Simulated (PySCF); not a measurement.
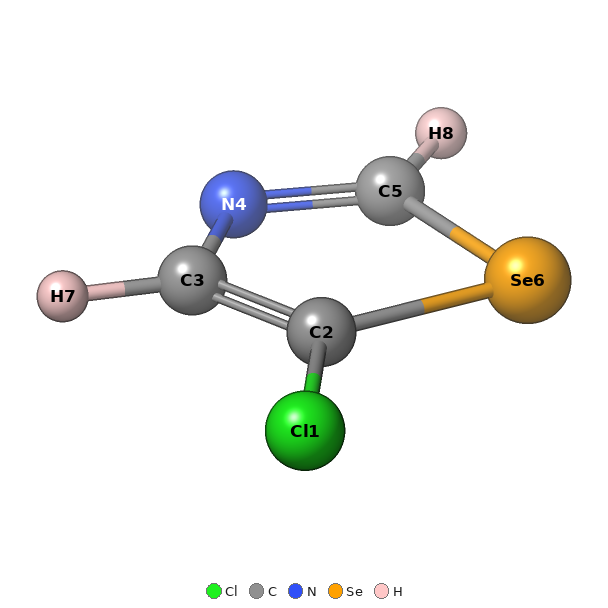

Distant atoms are faded towards the background colour. Computed geometry: GFN2-xTB optimisation. No frequency run is at hand to confirm it as a minimum.

**How is the 5-membered ring C2–C3–N4–C5–Se6 puckered?**

It is planar. The Cremer–Pople amplitude Q is 0.00 Å.

**Give the torsion angles round the ring, beginning with the bond from its second to its third atom.**

0°, 0°, 0°, 0°, 0°.
